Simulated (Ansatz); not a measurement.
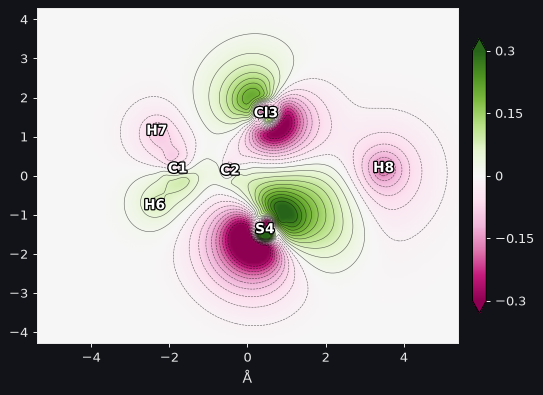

C2H5ClSSn (SMILES C=C(Cl)[S][SnH3]). The HOMO−1 on the plane of atoms C2, C1 and H7 (values in Å⁻³ᐟ²; the overall sign is arbitrary).

Core potentials replace the inner electrons of Sn.

The calculation used Ansatz, RKS LDA/def2-SVP.

Input file:

```
crystal:
  periodic: [false, false, false]
  atoms:
    - { symbol: C, position_ang: [0.9673, -0.4168, -1.639] }
    - { symbol: C, position_ang: [-0.2106, -0.7712, -1.0562] }
    - { symbol: Cl, position_ang: [-0.4913, -2.4646, -0.6954] }
    - { symbol: S, position_ang: [-1.4115, 0.4317, -0.6526] }
    - { symbol: Sn, position_ang: [-0.5691, 0.8093, 1.5358] }
    - { symbol: H, position_ang: [1.0785, 0.6908, -1.8898] }
    - { symbol: H, position_ang: [1.7184, -1.0887, -1.8989] }
    - { symbol: H, position_ang: [-0.5185, -0.6701, 2.4432] }
    - { symbol: H, position_ang: [-1.5496, 2.0143, 2.4353] }
    - { symbol: H, position_ang: [1.0696, 1.4142, 1.4204] }
basis:
  gaussian: { orbitals: def2-SVP }
hamiltonian:
  xc: lda
relax:
  f_tol: 0.015
  max_steps: 40
output:
  orbitals: {}
```

Launched as:

```sh
ansatz run input.yaml --threads 2 --pin off --max-ram 3072MiB --backend cpu --events-out ev --progress --plain --runs-dir out
```

The fields are those of the relaxed geometry.

Question: Describe this orbital and give its energy.

Answer: By Hirshfeld shares it lies mainly on S4 (about 35 %), Cl3 (about 35 %), C2 (about 10 %), C1 (about 10 %) and Sn5 (about 5 %). Its energy is −6.82 eV.
